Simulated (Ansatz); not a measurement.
Input

```
crystal:
  periodic: [false, false, false]
  atoms:
    - { symbol: C, position_ang: [0.03, 0.8977, -0.3263] }
    - { symbol: "N", position_ang: [0.8172, -0.0984, 0.2503] }
    - { symbol: C, position_ang: [0.1647, -1.1979, 0.4552] }
    - { symbol: F, position_ang: [-1.0261, -1.3087, 0.1575] }
    - { symbol: H, position_ang: [-0.4062, 0.6282, -1.3322] }
    - { symbol: H, position_ang: [-0.8501, 1.224, 0.3223] }
    - { symbol: H, position_ang: [0.6101, 1.8461, -0.4871] }
    - { symbol: H, position_ang: [0.7526, -2.0482, 0.9044] }
basis:
  gaussian: { orbitals: def2-SVP }
hamiltonian:
  xc: pbe0
  dispersion: d4
relax:
  f_tol: 0.015
  max_steps: 40
output:
  orbitals: {}
```

Launched as:

```sh
ansatz run input.yaml --threads 1 --pin off --max-ram 2048MiB --backend cpu --events-out ev --progress --plain --runs-dir out
```

The fields are those of the relaxed geometry.

Level of theory: RKS PBE0-D4/def2-SVP (Ansatz).

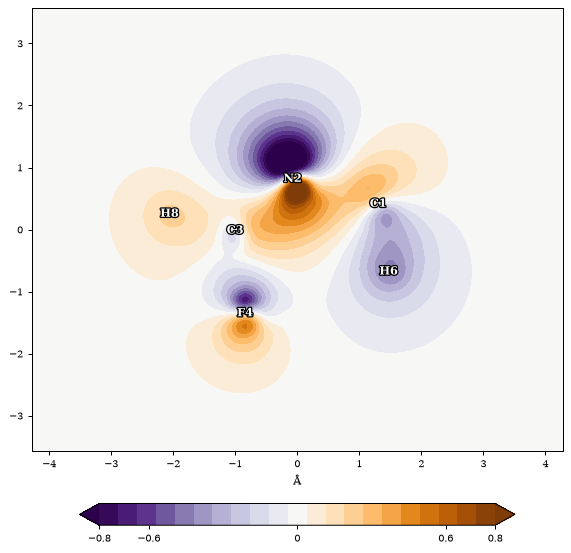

C₂H₄FN (SMILES CN=CF). The HOMO on the plane of atoms N2, C3 and H8 (values in Å⁻³ᐟ²; the overall sign is arbitrary).

Where does this orbital lie, and at what energy?

Answer. By Hirshfeld shares it lies mainly on N2 (about 65 %), C1 (about 10 %), C3 (about 10 %) and H6 (about 5 %). Its energy is −7.83 eV.
